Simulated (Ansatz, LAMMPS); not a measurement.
# Structural relaxation of ionic liquid EMIM+ BF4-, from a frame at 400 K (144 atoms), part 3 of 3

Wanted: the relaxed structure of ionic liquid EMIM+ BF4-, from a frame at 400 K (144 atoms) and its electronic structure.

Ansatz 0.2.0; Kohn-Sham DFT, PBE+D3(BJ), PAW (set soft_2), plane waves.

The cell: 36 C, 12 N, 66 H, 6 B and 24 F. The network of contacts between molecules at the start is that of the classical potential that made the cell. The density was typed from a rule of thumb and may lie off the real one at this temperature. The Brillouin zone is sampled at Γ only, in a cell whose shortest periodic width is 12 Å.

So far, density (g/cm³): step 5 (distances and neighbours after relaxation) 1.27.

### Step 6. Single point at the relaxed geometry

The electronic structure is read at the final geometry, in a run of its own.

input.yaml

```yaml
crystal:
  lattice:
    - [11.5837, 0.0, 0.0]
    - [0.0, 11.5837, 0.0]
    - [0.0, 0.0, 11.5837]
  atoms:
    - { symbol: C, position: [0.81338, 0.79118, 0.40298] }
    - { symbol: C, position: [0.87622, 0.67671, 0.38984] }
    - { symbol: "N", position: [0.80997, 0.5817, 0.4418] }
    - { symbol: C, position: [0.73455, 0.50915, 0.38422] }
    - { symbol: C, position: [0.68622, 0.43848, 0.46548] }
    - { symbol: "N", position: [0.7324, 0.47001, 0.57064] }
    - { symbol: C, position: [0.70388, 0.41803, 0.68185] }
    - { symbol: C, position: [0.8073, 0.55693, 0.55499] }
    - { symbol: H, position: [0.72863, 0.78897, 0.36054] }
    - { symbol: H, position: [0.86421, 0.86121, 0.36514] }
    - { symbol: H, position: [0.80161, 0.81358, 0.49413] }
    - { symbol: H, position: [0.88865, 0.65344, 0.29913] }
    - { symbol: H, position: [0.96122, 0.67929, 0.43128] }
    - { symbol: H, position: [0.72189, 0.51216, 0.29145] }
    - { symbol: H, position: [0.62391, 0.36931, 0.45851] }
    - { symbol: H, position: [0.71719, 0.32482, 0.67478] }
    - { symbol: H, position: [0.61347, 0.43598, 0.70288] }
    - { symbol: H, position: [0.75975, 0.45434, 0.74861] }
    - { symbol: H, position: [0.85587, 0.60026, 0.6226] }
    - { symbol: C, position: [0.48387, 0.2308, 0.26036] }
    - { symbol: C, position: [0.39569, 0.31039, 0.20431] }
    - { symbol: "N", position: [0.28025, 0.29487, 0.25563] }
    - { symbol: C, position: [0.21451, 0.19506, 0.25175] }
    - { symbol: C, position: [0.11822, 0.21476, 0.31722] }
    - { symbol: "N", position: [0.12768, 0.32597, 0.35988] }
    - { symbol: C, position: [0.04289, 0.38456, 0.43231] }
    - { symbol: C, position: [0.22622, 0.37309, 0.32152] }
    - { symbol: H, position: [0.4627, 0.13971, 0.24481] }
    - { symbol: H, position: [0.48786, 0.24517, 0.35385] }
    - { symbol: H, position: [0.5693, 0.24838, 0.22389] }
    - { symbol: H, position: [0.4184, 0.40146, 0.21569] }
    - { symbol: H, position: [0.38782, 0.29299, 0.11166] }
    [... 106 atom lines left out ...]
    - { symbol: F, position: [0.41846, 0.45676, 0.68246] }
    - { symbol: B, position: [0.97603, 0.7816, 0.72164] }
    - { symbol: F, position: [0.90111, 0.87429, 0.69482] }
    - { symbol: F, position: [0.0581, 0.81896, 0.8044] }
    - { symbol: F, position: [0.03326, 0.74362, 0.62098] }
    - { symbol: F, position: [0.91085, 0.68885, 0.76884] }
kpoints:
  mp_grid: { grid: [1, 1, 1] }
hamiltonian:
  xc: pbe
  dispersion: d3bj
scf:
  occupations: { method: fixed }
output:
  forces: true
  stress: true
  populations: intrinsic
  dos:
    method: { smearing: { sigma: 0.15 } }
    de: 0.1
    projected: { site_lists: { B: [B], C: [C], F: [F], H: [H], "N": ["N"] } }
  eigenvalues: true
  write_density: true
  write_potential: true
  volumetric_format: npy
```

Command:

```bash
$ ansatz run input.yaml --threads 4 --pin off --max-ram 8192MiB --backend cpu --events-out ev --progress --plain --runs-dir out
```

Numbers of over 12 decimals in the logs are rounded to 6 here.

Output:

```text
[...]
Crystal: 144 atoms, lattice volume = 1554.325 Å³
Basis set: ecut = 420 eV, 30551 PW (Γ), exchange–correlation on 160×160×160 points (8 copies of the dense FFT grid, shifted against one another)
Bands: 372, of which v1, the nominal top of the filled ones, is band 228 counted from 1 (227 counted from 0)
Symmetry: 1 space group operations
[...]
k-points: 1
[...]
SCF iter   1: F=—  HF=-35071.283080 eV  |F-HF|=—  |Δ(HF+E_count)|=         —  Δρ=5.63e-3  dr2=5.23e-1  ethr=1.77e-3  ⟨swp⟩=5.0  Hψ=1281  notcnv=0  defer=140
[...]
SCF iter   9: F=-35071.196517 eV  HF=-35071.196517 eV  |F-HF|=1.83e-8  |Δ(HF+E_count)|=   7.53e-8  Δρ=2.07e-6  dr2=7.00e-8  ethr=2.19e-11  ⟨swp⟩=27.0  Hψ=3655  notcnv=0
SCF 1 converged in 9 iterations: F = -35071.196517 eV  dr2 = 7.00e-8
[...]
WARN: The input density's exchange-correlation potential varies sharply where the density is thin. Do not read a vacuum level from v_tot or v_xc, or from such a field of the output density. On a cell that repeats whose density bears no net charge and no dipole along the vacuum's axis use v_es (v_loc + v_h of the components); [...]
SCF converged after 9 iterations
Free energy (F): -35071.196517 eV
[...]
Internal energy: -35071.196517 eV  (E = F + TS)
E sigma→0 (E₀):  -35071.196517 eV
Fermi energy:    -1.100421 eV
[...]
--- Forces (eV/Å), atoms counted from 1 ---
  atom   1  C      0.01577232    -0.01199428    -0.01064904
  atom   2  C     -0.01668482     0.01070241     0.01223012
  atom   3  N      0.00032978     0.00525383     0.00258354
  atom   4  C      0.00360124    -0.00282600     0.01012668
  atom   5  C     -0.00081888    -0.00205814     0.00091151
  atom   6  N     -0.00191776    -0.00046360     0.00407708
  atom   7  C     -0.00226561     0.00423466    -0.00102536
  atom   8  C     -0.00000187    -0.00483268    -0.01225899
  atom   9  H     -0.00087430     0.00016183    -0.00254861
  atom  10  H     -0.00325057    -0.00159527     0.00211674
  atom  11  H      0.00033013     0.00001181     0.00546920
  atom  12  H      0.00049711     0.00149639    -0.01014763
  atom  13  H      0.00020988    -0.00259794     0.00371680
  atom  14  H     -0.00024230    -0.00125265    -0.00248012
[...]
atom 143  F     -0.00497506     0.00605217     0.01545781
  atom 144  F      0.00309486     0.00962760    -0.00710678
  max |Σ_I F_I| component: 1.61e-4 eV/Å
--- Stress (GPa, compression-positive) ---
       -0.271606       0.025157       0.045837
        0.025159      -0.391338      -0.195058
        0.045832      -0.195055      -0.268681
  P = ⅓ Tr σ = -0.3105 GPa (-3.105 kbar)
--- Band table (eV) ---
[...]
--- intrinsic populations: 144 sites ---
  site symbol       q [e]
     0      C      4.5138
     1      C      4.2254
     2      N      5.0037
[...]
143      F      7.4391
  spilling = 0.000000 (of n_electrons = 456.000000)
```

It took 25 s on 4 threads of Arm Neoverse V1, shared host; peak memory 1.9 GiB.

The program notes that the exchange-correlation potential is rough where the density is thin.

Numbers from this run:

```
free energy                                      : -35071.1965 eV
free energy per atom                             : -243.5500 eV/atom
SCF cycles                                       : 9
pressure                                         : -0.3105 GPa
r.m.s. force component                           : 0.00727 eV/Å
longest force                                    : 0.04626 eV/Å
Fermi energy                                     : -1.1 eV
gap (highest filled to lowest empty level) : 4.539 eV
```

Intrinsic-atomic-orbital charges by element:

| element | coordination | atoms | mean charge (e) | spread | least | most |
| --- | --- | --- | --- | --- | --- | --- |
| B | all | 6 | 0.854 | 0.0041 | 0.849 | 0.861 |
| C | all | 36 | -0.233 | 0.186 | -0.530 | 0.0381 |
| F | all | 24 | -0.438 | 0.0064 | -0.451 | -0.423 |
| H | all | 66 | 0.208 | 0.0208 | 0.164 | 0.249 |
| N | all | 12 | 0.0042 | 0.0053 | -0.0037 | 0.0137 |

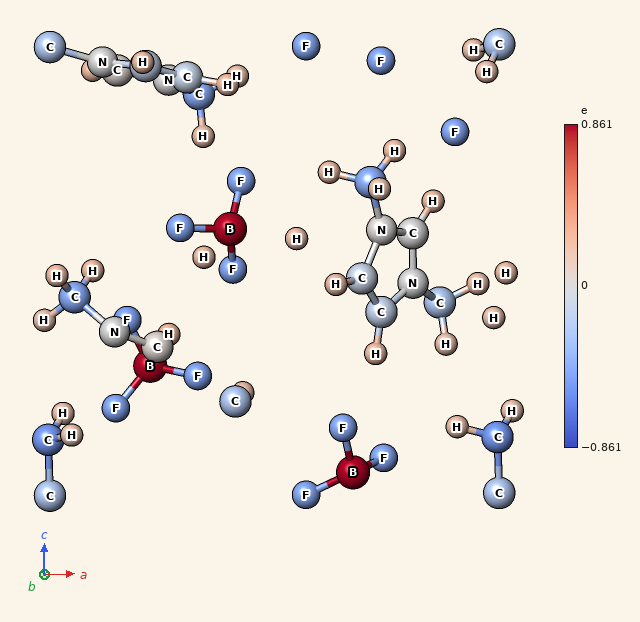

Atoms coloured by intrinsic-atomic-orbital charge. Drawn is a slice 4 Å thick, seen along the normal of the ac plane. Bonds to atoms that aren't drawn are left out.

Density of states as counts of states in windows of 1 eV (from the Fermi level), total and the larger projections:

| from (eV) | to (eV) | total | F p | C p | H s | N p |
| --- | --- | --- | --- | --- | --- | --- |
| -10 | -9 | 17.6 | 0.0 | 4.7 | 3.0 | 4.9 |
| -9 | -8 | 12.5 | 0.1 | 4.9 | 2.6 | 1.3 |
| -8 | -7 | 12.0 | 0.2 | 5.2 | 3.0 | 1.3 |
| -7 | -6 | 20.0 | 9.0 | 4.0 | 0.8 | 3.5 |
| -6 | -5 | 54.6 | 14.5 | 18.3 | 7.9 | 8.3 |
| -5 | -4 | 54.3 | 15.5 | 20.7 | 8.0 | 5.2 |
| -4 | -3 | 29.5 | 4.0 | 16.3 | 7.0 | 1.7 |
| -3 | -2 | 69.9 | 45.4 | 13.8 | 8.3 | 1.2 |
| -2 | -1 | 51.4 | 40.8 | 4.0 | 2.0 | 4.2 |
| -1 | 0 | 17.9 | 3.7 | 10.3 | 0.7 | 3.1 |
| 0 | 1 | 2.3 | 0.0 | 2.1 | 0.0 | 0.1 |
| 1 | 4 | 0.0 | 0.0 | 0.0 | 0.0 | 0.0 |
| 4 | 5 | 8.6 | 0.0 | 4.7 | 0.4 | 3.0 |

With fixed occupations the program's Fermi level is the highest filled level; weight inside the gap is the broadening of levels at its edges.

Between -24 and -10 eV lie 114 more states.

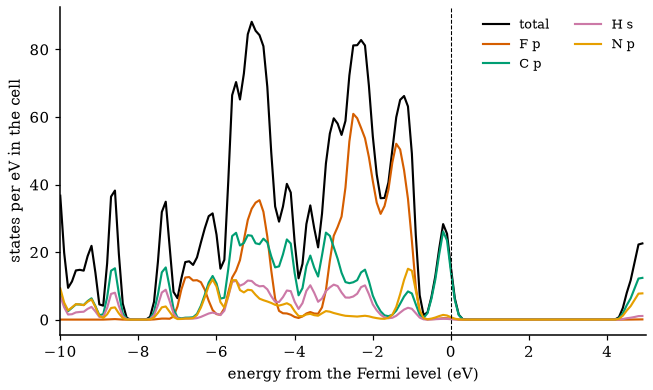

Total and projected density of states, with the broadening of the input.

The levels nearest the highest filled one (over half full), pooled over k-points and spins:

| level less the highest filled one (eV) | occupation |
| --- | --- |
| -0.421 | 2 |
| -0.263 | 2 |
| -0.189 | 2 |
| -0.171 | 2 |
| -0.118 | 2 |
| 0 | 2 |
| 4.54 | 0 |
| 4.73 | 0 |
| 4.81 | 0 |
| 4.85 | 0 |
| 4.99 | 0 |
| 5.04 | 0 |

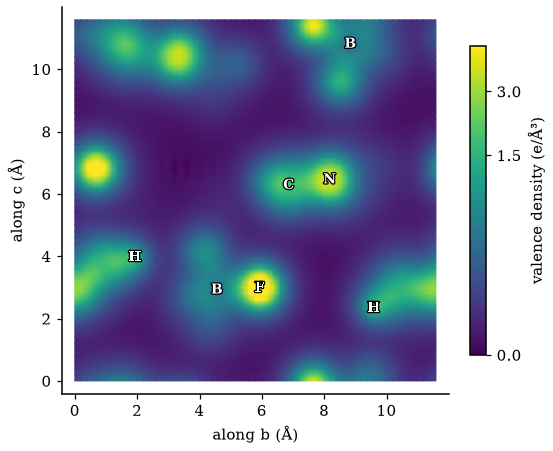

Valence density in the bc plane at fractional x = 0.247, with atoms of H and N and C and B and F within 0.2 Å of it. It is the smooth field of the valence electrons, not physical close to the nuclei. The map starts off the cell's origin, so that atoms lie inside it. The colour scale is stretched toward low values.

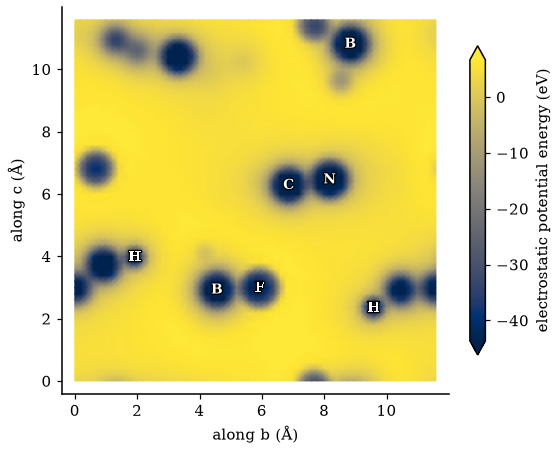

Electrostatic potential energy in the bc plane at fractional x = 0.247, with atoms of H and N and C and B and F within 0.2 Å of it. With pseudopotentials it is smooth inside the atoms' cores, unlike the true potential. The map starts off the cell's origin, so that atoms lie inside it.

Mean intrinsic-atomic-orbital charges: B +0.85, C -0.23, F -0.44, H +0.21, N +0.00 e. The largest share in the top eV of filled states is C p (60 % of the projected weight), and in the lowest eV of empty states C p (64 % of the projected weight).

Local excerpt of 8 atoms (numbers count through the whole input) about B140, one of the 6 B atoms; x, y, z are measured from there.

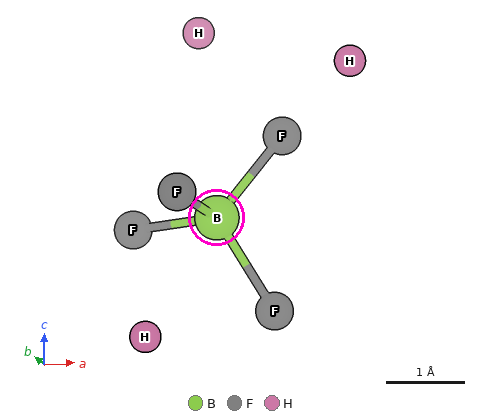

The atoms of the table, within 3.0 Å (arrows a, b, c point along x, y, z); some may hide others; the central atom is ringed.

| atom | x | y | z | distance (Å) | intrinsic-atomic-orbital charge (e) |
| --- | --- | --- | --- | --- | --- |
| B140 | 0.00 | 0.00 | 0.00 | 0.00 | 0.85 |
| F143 | 0.66 | -0.44 | -1.17 | 1.41 | -0.43 |
| F141 | -0.87 | 1.07 | -0.31 | 1.42 | -0.43 |
| F142 | 0.95 | 0.43 | 0.96 | 1.42 | -0.42 |
| F144 | -0.76 | -1.07 | 0.55 | 1.42 | -0.44 |
| H19 | -1.39 | -2.10 | -1.15 | 2.77 | 0.23 |
| H76 | 0.19 | 2.02 | 2.06 | 2.89 | 0.24 |
| H114 | 1.47 | -1.31 | 2.22 | 2.96 | 0.23 |

### Step 7. Other settings

Changed here: scf.occupations.method = "fermi_dirac" and scf.occupations.width = 0.005.

input.yaml

```yaml
crystal:
  lattice:
    - [11.5837, 0.0, 0.0]
    - [0.0, 11.5837, 0.0]
    - [0.0, 0.0, 11.5837]
  atoms:
    [... the 144 atom lines of step 3 ...]
kpoints:
  mp_grid: { grid: [1, 1, 1] }
hamiltonian:
  xc: pbe
  dispersion: d3bj
scf:
  occupations: { method: fermi_dirac, width: 0.005 }
output:
  forces: true
  stress: true
  populations: true
  dos:
    method: { smearing: { sigma: 0.08 } }
    de: 0.1
    projected: { site_lists: { B: [B], C: [C], F: [F], H: [H], "N": ["N"] } }
  eigenvalues: true
```

Output:

```text
[...]
Crystal: 144 atoms, lattice volume = 1554.325 Å³
Basis set: ecut = 420 eV, 30551 PW (Γ), exchange–correlation on 160×160×160 points (8 copies of the dense FFT grid, shifted against one another)
Bands: 372, of which v1, the nominal top of the filled ones, is band 228 counted from 1 (227 counted from 0)
Symmetry: 1 space group operations
[...]
k-points: 1
[...]
SCF iter   1: F=—  HF=-35061.280319 eV  |F-HF|=—  |Δ(HF+E_count)|=         —  Δρ=6.18e-3  dr2=7.06e-1  ethr=1.77e-3  ⟨swp⟩=6.0  Hψ=1661  notcnv=0  defer=74
[...]
SCF iter   9: F=—  HF=-35061.120091 eV  |F-HF|=—  |Δ(HF+E_count)|=   1.63e-7  Δρ=3.26e-6  dr2=1.87e-7  ethr=2.84e-10  ⟨swp⟩=2.0  Hψ=440  notcnv=0  defer=137
SCF iter  10: F=-35061.120092 eV  HF=-35061.120092 eV  |F-HF|=1.56e-8  |Δ(HF+E_count)|=   2.52e-8  Δρ=1.31e-6  dr2=3.29e-8  ethr=2.19e-11  ⟨swp⟩=16.0  Hψ=2608  notcnv=0
SCF 1 converged in 10 iterations: F = -35061.120092 eV  dr2 = 3.29e-8
[...]
SCF converged after 10 iterations
Free energy (F): -35061.120092 eV
[...]
Internal energy: -35061.120092 eV  (E = F + TS)
E sigma→0 (E₀):  -35061.120092 eV
Fermi energy:    1.043895 eV
[...]
Σ components = -35061.120092   (vs F -35061.120092, Δ=0.00e0)
--- Forces (eV/Å), atoms counted from 1 ---
  atom   1  C      1.53421730     0.73114929    -0.41487251
  atom   2  C     -0.18694013    -0.54875915     3.43139704
  atom   3  N     -0.19312533    -1.01219075    -0.80797505
  atom   4  C      1.44049989    -0.00491540     3.70767007
[...]
atom 144  F      0.45458197    -2.35232457     0.56678183
  max |Σ_I F_I| component: 4.57e-5 eV/Å
--- Stress (GPa, compression-positive) ---
        0.802294      -0.441451       0.011600
       -0.441449       2.229308      -1.054859
        0.011597      -1.054858       1.925171
  P = ⅓ Tr σ = 1.6523 GPa (16.523 kbar)
--- Band table (eV) ---
[...]
--- Löwdin populations: 144 sites ---
  site symbol       q [e]
     0      C      4.4611
     1      C      4.1710
     2      N      4.9524
[...]
143      F      7.3406
  spilling = 0.011566 (of n_electrons = 456.000000)
```

Elapsed: 24 s, on 4 threads; peak memory 1.9 GiB.

Geometry and reference: those of the single point at the start.

Forces differ from those of the single point at the start by 0 meV/Å r.m.s., 0 % of their size. It took 1.0 times the reference's time (shared host, so rough). The change had no effect here: energy, forces and cycles are those of the reference.

### Step 8. Results

| Item | Value |
| --- | --- |
| energy change in the relaxation | -69.97 meV/atom |
| r.m.s. displacement | 0.829 Å |
| largest displacement | 2.329 Å |
| free energy per atom | -243.5500 eV/atom |
| pressure | -0.3105 GPa |
| r.m.s. force component | 0.00727 eV/Å |
| gap (highest filled to lowest empty level) | 4.539 eV |
| wall time of the 4 DFT runs | 6.9 min |

**Reading.** Relaxation lowers the energy by 70.0 meV/atom and moves atoms by 0.83 Å r.m.s.; the r.m.s. force component goes from 1.1 to 0.0073 eV/Å, the pressure goes from 1.7 to -0.31 GPa, and the gap from 3.64 to 4.54 eV. First to last step the energy falls by 10.076 eV; the largest move, 2.33 Å, is that of F141. The highest filled and lowest empty levels differ by 4.54 eV (at Γ alone); a semilocal functional tends to put such gaps too low. In a disordered cell it changes from sample to sample and from frame to frame.

What to keep in mind: The network of contacts between molecules at the start is that of the classical potential that made the cell; in DFT atoms moved by 0.83 Å r.m.s.

[Logs are printed without paths, hosts, clocks, repeated set-up lines and the standing remarks that a program may print on its own settings, such as how far it seeks lower states.]

[Hosts, paths, dates, database ids (printed as entryN), source tags and the programs' standing remarks are cut or masked in the printed files.]
